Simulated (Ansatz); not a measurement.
# CH7NOSi: ladder of methods at one geometry in Python

How do the methods compare on CH7NOSi, in result and in cost? Aim: a ladder of methods at one geometry, for CH7NOSi, run from a script.

All numbers are computed with Ansatz 0.2.0, driven from Python. The levels of theory stand in the script.

## 1. The system

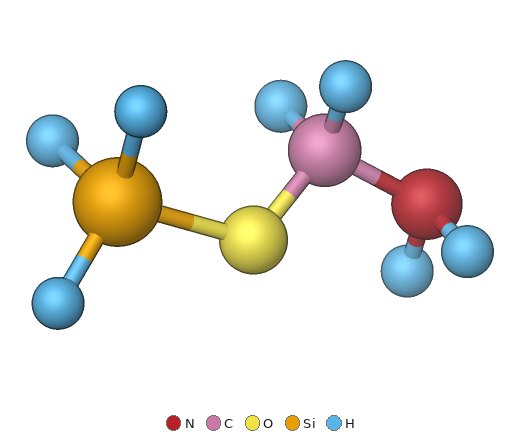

The structure that the script starts from, seen from a chosen angle (nitrogen red, carbon pink, oxygen yellow, silicon amber, hydrogen blue).

The script holds or builds the structure itself.

## 2. The script

ch7nosi_methods.py

```python
from pathlib import Path
import argparse

import ansatz as az
import numpy as np

parser = argparse.ArgumentParser(description="One geometry of CH7NOSi, method by method.")
parser.add_argument("--basis-set", required=True, help="Gaussian basis set")
args = parser.parse_args()


def main() -> None:
    geometry_ang = [
        ("N", [-1.765, 1.0413, -0.1843]),
        ("C", [-0.8587, 0.1247, 0.3131]),
        ("O", [0.286, 0.2495, -0.4686]),
        ("Si", [1.6688, -0.7392, -0.0789]),
        ("H", [-1.9192, 0.8863, -1.2085]),
        ("H", [-1.3621, 2.0149, -0.1651]),
        ("H", [-1.2544, -0.8776, 0.2351]),
        ("H", [-0.6221, 0.3641, 1.3643]),
        ("H", [2.0068, -0.485, 1.3704]),
        ("H", [2.7322, -0.4748, -0.9648]),
        ("H", [1.1532, -2.1613, -0.1921]),
    ]
    mol = az.Crystal.molecule()
    for symbol, xyz in geometry_ang:
        mol = mol.atom(symbol, xyz)

    calculation = mol.calculation().basis(gaussian=args.basis_set)

    print("functional    E (Ha)        dipole (D)   HOMO (eV)  LUMO (eV)")
    for name in ["hse06", "blyp", "lda", "b3lyp"]:
        report = calculation.functional(name).forces().orbitals().run(runs_dir="runs").report
        lines = Path(report["orbitals_path"]).read_text().splitlines()
        field_of = lambda key: [line.split("=")[1].strip() for line in lines if line.startswith(key)]
        orbitals = [(27.211386 * float(e), s, float(n)) for e, s, n in zip(field_of("Ene="), field_of("Spin="), field_of("Occup="))]
        homo = max(e for e, _, n in orbitals if n > 0.5)
        lumo = min(e for e, _, n in orbitals if n < 0.5)
        dipole = 4.803205 * np.linalg.norm(report["charge_distribution"]["dipole_moment_e_ang"])
        print(f"{name:10s} {report['free_energy_ev'] / 27.211386246:14.6f} {dipole:9.3f} {homo:11.3f} {lumo:10.3f}")


if __name__ == "__main__":
    main()
```

## 3. What the engine is handed

The package turns the script's settings into the engine's input (first run):

```yaml
crystal:
  periodic: [false, false, false]
  atoms:
    - { symbol: "N", position_ang: [-1.765, 1.0413, -0.1843] }
    - { symbol: C, position_ang: [-0.8587, 0.1247, 0.3131] }
    - { symbol: O, position_ang: [0.286, 0.2495, -0.4686] }
    - { symbol: Si, position_ang: [1.6688, -0.7392, -0.0789] }
    - { symbol: H, position_ang: [-1.9192, 0.8863, -1.2085] }
    - { symbol: H, position_ang: [-1.3621, 2.0149, -0.1651] }
    - { symbol: H, position_ang: [-1.2544, -0.8776, 0.2351] }
    - { symbol: H, position_ang: [-0.6221, 0.3641, 1.3643] }
    - { symbol: H, position_ang: [2.0068, -0.485, 1.3704] }
    - { symbol: H, position_ang: [2.7322, -0.4748, -0.9648] }
    - { symbol: H, position_ang: [1.1532, -2.1613, -0.1921] }
basis:
  gaussian:
    orbitals: cc-pVDZ
hamiltonian:
  xc: hse06
output:
  orbitals: {}
  forces: true
```

## 4. Launch

Started as:

```sh
$ python ch7nosi_methods.py --basis-set cc-pVDZ
```

The log of the run:

```text
functional    E (Ha)        dipole (D)   HOMO (eV)  LUMO (eV)
hse06         -461.456570     1.020      -6.598      0.161
blyp          -461.711800     0.823      -5.303     -0.158
lda           -459.221114     0.832      -5.574     -0.569
b3lyp         -461.810298     0.997      -6.698      0.352
```

Wall time 15 s (1 thread of Arm Neoverse V1, shared host); peak memory 0.25 GiB.

## 5. Inputs of later runs

The engine's inputs for the other runs:

Run 2, against run 1:

```diff
@@ -19 +19 @@
-  xc: hse06
+  xc: blyp
```

Run 3, against run 1:

```diff
@@ -19 +19 @@
-  xc: hse06
+  xc: lda
```

Run 4, against run 1:

```diff
@@ -19 +19 @@
-  xc: hse06
+  xc: b3lyp
```

## 6. The engine's runs

From the records of these 4 runs:

```tsv
run	functional	energy (eV)	SCF cycles	CPU time (s)
1	hse06	-12556.8730	17	4.7
2	blyp	-12563.8181	18	3.4
3	lda	-12496.0431	17	2
4	b3lyp	-12566.4984	17	4.3
```

Totals hang on method, basis and potentials, so only like runs compare.

The fields below are those of run 1.

## 7. Pictures from the orbitals

Orbitals, density, ELF and potential are computed afterwards from the orbital file.

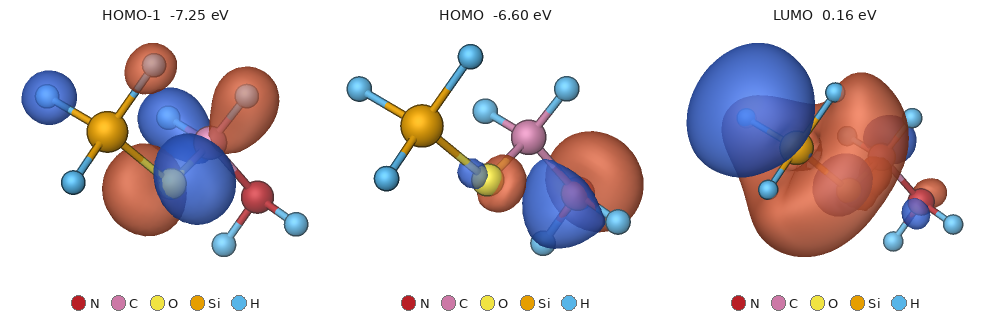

HSE06/cc-pVDZ orbitals near the gap, drawn at the value that encloses 70 % of each; the two colours are the two signs.

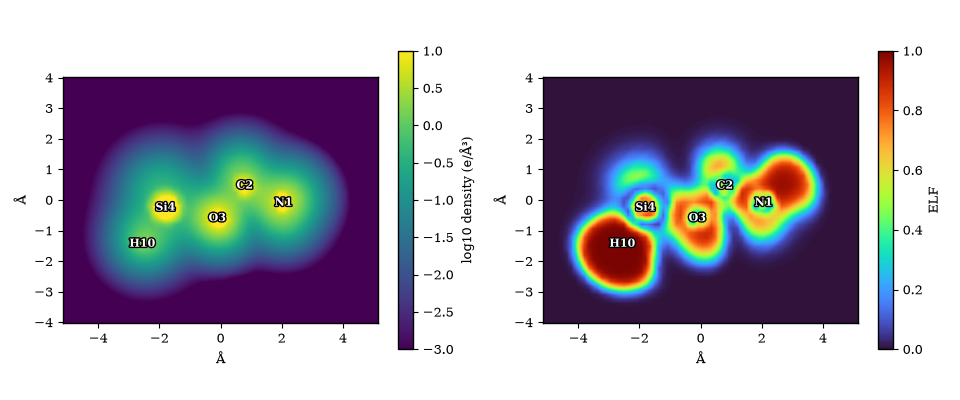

Density (left) and ELF (right) in a plane through or near 5 of the atoms.

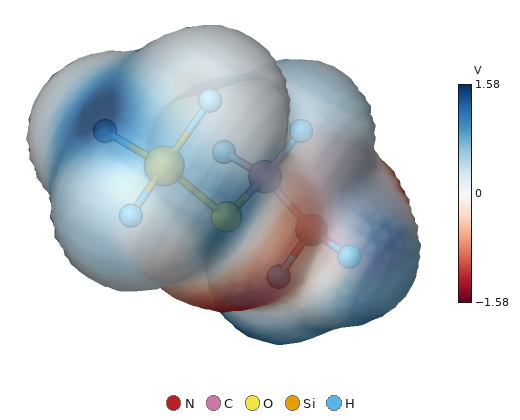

The potential that a unit positive charge feels on the 0.002 e/bohr³ surface, from -1.58 V near N1 to 1.25 V near H10.

## 8. Results

```
                                       quantity    value
                                  runs compared        4
HOMO-LUMO gap of the mean field (HSE06/cc-pVDZ)  6.76 eV
```

**Reading.** All 4 runs converged, in 17 to 18 cycles. Notes:
- The geometry is a force-field or estimated start, not a minimum of this method, and the basis set is short of its limit. A lower total doesn't mark the better method: functionals have no common bound, and MP2 and coupled cluster aren't variational.
- b3lyp holds the VWN-RPA fit, as in Gaussian; the form of ORCA and Turbomole is b3lyp5.
- Levels such as HOMO and LUMO are orbital energies: with these approximate functionals they aren't the ionisation energy and electron affinity, and their gap isn't the fundamental gap.
- hse06 follows the composition of plane-wave codes, whose totals differ by tens of mHa, up to about 0.1 Ha, from the form usual in Gaussian-basis programs (wpbeh).
